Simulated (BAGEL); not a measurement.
# CH4BFOS (SMILES COB(F)S) at HF/6-31G(d) (density fitting with qzvpp-jkfit, spherical functions)

Aim: the vertical singlet–triplet gap of CH4BFOS at HF/6-31G* (density fitting with qzvpp-jkfit, spherical functions), from 2 runs. 

The results are computed with BAGEL 1.2.2.

3 further runs of the same task are left out: 3 set aside as unsound or not needed. Runs told in other sessions of the task aren't counted.

## (1) Starting point

The species is CH4BFOS (9 atoms), meant as a singlet with charge 0. SMILES: `COB(F)S`. Geometry: relaxed at PBE0-D4/def2-TZVP. This is one conformer, not always the lowest.

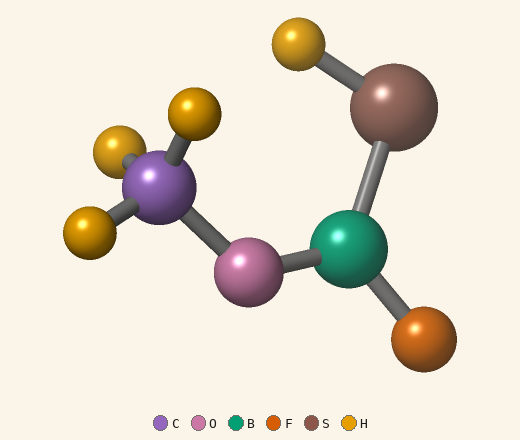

The structure, seen from a chosen angle (carbon purple, oxygen pink, boron teal, fluorine orange, sulfur brown, hydrogen amber).

## (2) A single-point energy at HF/6-31G(d) (density fitting with qzvpp-jkfit, spherical functions)

Contents of input.json:

```json
{ "bagel" : [

{
  "title" : "molecule",
  "basis" : "6-31gs.json",
  "df_basis" : "qzvpp-jkfit",
  "angstrom" : true,
  "geometry" : [
    { "atom" : "C", "xyz" : [       0.905400,      -0.203000,       0.761200 ] },
    { "atom" : "O", "xyz" : [       0.392000,      -0.802100,      -0.406000 ] },
    { "atom" : "B", "xyz" : [      -0.675300,      -0.354100,      -1.088100 ] },
    { "atom" : "F", "xyz" : [      -1.026800,      -1.039500,      -2.170000 ] },
    { "atom" : "S", "xyz" : [      -1.708500,       1.093100,      -0.705400 ] },
    { "atom" : "H", "xyz" : [       1.235400,       0.821700,       0.566800 ] },
    { "atom" : "H", "xyz" : [       1.763400,      -0.792500,       1.081600 ] },
    { "atom" : "H", "xyz" : [       0.161700,      -0.199500,       1.563500 ] },
    { "atom" : "H", "xyz" : [      -1.047200,       1.475800,       0.396600 ] }
  ]
},

{
  "title" : "hf",
  "charge" : 0
},

{
  "title" : "print",
  "file" : "orbitals.molden",
  "orbitals" : true
}

]}
```

The basis set 6-31G* is read from a file made from the Basis Set Exchange's data (not shown).

Command:

```sh
$ BAGEL_NUM_THREADS=1 BAGEL input.json > input.out
```

What it wrote:

```text
* using 1 threads per process

  ===============================================================
  ===============================================================

  *** Geometry ***

  { "atom" : "C", "xyz" : [      1.710958,     -0.383614,      1.438460 ] },
  { "atom" : "O", "xyz" : [      0.740773,     -1.515749,     -0.767229 ] },
  { "atom" : "B", "xyz" : [     -1.276132,     -0.669152,     -2.056211 ] },
  { "atom" : "F", "xyz" : [     -1.940371,     -1.964370,     -4.100706 ] },
  { "atom" : "S", "xyz" : [     -3.228597,      2.065660,     -1.333013 ] },
  { "atom" : "H", "xyz" : [      2.334568,      1.552788,      1.071097 ] },
  { "atom" : "H", "xyz" : [      3.332343,     -1.497608,      2.043928 ] },
  { "atom" : "H", "xyz" : [      0.305569,     -0.377000,      2.954587 ] },
  { "atom" : "H", "xyz" : [     -1.978921,      2.788858,      0.749465 ] },

  Number of auxiliary basis functions:      504

  Since a DF basis is specified, we compute 2- and 3-index integrals:
    o Being stored without compression. Storage requirement is 0.027 GB

  Number of basis functions:       82
  Number of electrons      :       48

    * METHOD: MOLECULE                             0.21

  *** RHF ***

  === Nuclear Repulsion ===
   215.2697265317

      * DIIS with orbital gradients will be used.

  === RHF iteration (6-31gs.json) ===
      0       -636.61149578          0.01999730           0.06
      1       -636.75735192          0.01233087           0.05
      2       -636.81995901          0.00151676           0.06
      3       -636.82160233          0.00032714           0.05
      4       -636.82166724          0.00010809           0.06
      5       -636.82167582          0.00003122           0.05
      6       -636.82167667          0.00001005           0.06
      7       -636.82167679          0.00000246           0.05
      8       -636.82167680          0.00000107           0.06
      9       -636.82167680          0.00000047           0.05
     10       -636.82167680          0.00000012           0.06
     11       -636.82167680          0.00000006           0.05
     12       -636.82167680          0.00000002           0.06
     13       -636.82167680          0.00000000           0.05
    * SCF iteration converged.

    * Permanent dipole moment:
           (   -0.666459,    -0.410394,    -1.136614) a.u.

    * METHOD: HF                                   0.91

    * METHOD: PRINT                                0.01

  ===============================================================
```

Run time: 1.3 s. Hardware: 1 thread of Intel Xeon 6975P-C (Granite Rapids), shared host.

## (3) The triplet

Contents of calc.json:

```json
{ "bagel": [

{
  "title": "molecule",
  "basis": "6-31gs.json",
  "df_basis": "qzvpp-jkfit",
  "angstrom": true,
  "geometry": [
    { "atom": "C", "xyz": [       0.905400,      -0.203000,       0.761200 ] },
    { "atom": "O", "xyz": [       0.392000,      -0.802100,      -0.406000 ] },
    { "atom": "B", "xyz": [      -0.675300,      -0.354100,      -1.088100 ] },
    { "atom": "F", "xyz": [      -1.026800,      -1.039500,      -2.170000 ] },
    { "atom": "S", "xyz": [      -1.708500,       1.093100,      -0.705400 ] },
    { "atom": "H", "xyz": [       1.235400,       0.821700,       0.566800 ] },
    { "atom": "H", "xyz": [       1.763400,      -0.792500,       1.081600 ] },
    { "atom": "H", "xyz": [       0.161700,      -0.199500,       1.563500 ] },
    { "atom": "H", "xyz": [      -1.047200,       1.475800,       0.396600 ] }
  ]
},

{
  "title": "uhf",
  "nopen": 2
},

{
  "title": "print",
  "file": "orbitals.molden",
  "orbitals": true
}

]}
```

The basis set 6-31G* is read from a file made from the Basis Set Exchange's data (not shown).

Command:

```sh
$ BAGEL_NUM_THREADS=1 BAGEL calc.json > calc.out
```

What it wrote:

```text
* using 1 threads per process

  ===============================================================
  ===============================================================

  *** Geometry ***

  { "atom" : "C", "xyz" : [      1.710958,     -0.383614,      1.438460 ] },
  { "atom" : "O", "xyz" : [      0.740773,     -1.515749,     -0.767229 ] },
  { "atom" : "B", "xyz" : [     -1.276132,     -0.669152,     -2.056211 ] },
  { "atom" : "F", "xyz" : [     -1.940371,     -1.964370,     -4.100706 ] },
  { "atom" : "S", "xyz" : [     -3.228597,      2.065660,     -1.333013 ] },
  { "atom" : "H", "xyz" : [      2.334568,      1.552788,      1.071097 ] },
  { "atom" : "H", "xyz" : [      3.332343,     -1.497608,      2.043928 ] },
  { "atom" : "H", "xyz" : [      0.305569,     -0.377000,      2.954587 ] },
  { "atom" : "H", "xyz" : [     -1.978921,      2.788858,      0.749465 ] },

  Number of auxiliary basis functions:      504

  Since a DF basis is specified, we compute 2- and 3-index integrals:
    o Being stored without compression. Storage requirement is 0.027 GB

  Number of basis functions:       82
  Number of electrons      :       48

    * METHOD: MOLECULE                             0.21

  *** Open-shell HF ***

  === Nuclear Repulsion ===
   215.2697265317

      * DIIS with orbital gradients will be used.

  === UHF iteration (6-31gs.json) ===
      0       -636.06527360          0.04820806           0.11
      1       -636.09823269          0.05893398           0.12
      2       -636.31528536          0.04401566           0.11
      3       -636.57754271          0.00371677           0.12
      4       -636.58905093          0.00192173           0.11
      5       -636.59196379          0.00084741           0.11
      6       -636.59317545          0.00041949           0.11
      7       -636.59372983          0.00025400           0.12
      8       -636.59401012          0.00014052           0.10
      9       -636.59413178          0.00006734           0.11
     10       -636.59415764          0.00003342           0.12
     11       -636.59416314          0.00000994           0.11
     12       -636.59416359          0.00000380           0.12
     13       -636.59416373          0.00000188           0.12
     14       -636.59416379          0.00000122           0.11
     15       -636.59416382          0.00000073           0.11
     16       -636.59416383          0.00000043           0.11
     17       -636.59416384          0.00000025           0.11
     18       -636.59416384          0.00000013           0.11
     19       -636.59416384          0.00000008           0.11
     20       -636.59416384          0.00000005           0.11
     21       -636.59416384          0.00000003           0.11
     22       -636.59416384          0.00000002           0.11
     23       -636.59416384          0.00000001           0.11
     24       -636.59416384          0.00000001           0.12
    * SCF iteration converged.

    * S^2 (UHF) is 2.0177

    * Permanent dipole moment:
           (   -0.482082,    -0.142494,    -0.663704) a.u.

    * METHOD: UHF                                  2.97

    * METHOD: PRINT                                0.01

  ===============================================================
```

Wall time 3.6 s (1 thread of Intel Xeon 6975P-C (Granite Rapids), shared host).

## (4) Results

Level: HF/6-31G* (density fitting with qzvpp-jkfit, spherical functions).

| quantity | value |
| --- | --- |
| singlet: total energy | -636.82168 Eh |
| singlet: dipole moment | 3.51 D |
| singlet: HOMO energy | -10.80 eV |
| singlet: LUMO energy | 4.69 eV |
| singlet: HOMO–LUMO gap | 15.50 eV |
| triplet: total energy | -636.59416 Eh |
| triplet: dipole moment | 2.12 D |
| triplet: ⟨S²⟩ | 2.018 |
| vertical energy of the triplet above the singlet | 6.191 eV |

At this shape the triplet lies 6.19 eV (143 kcal/mol) above the singlet.
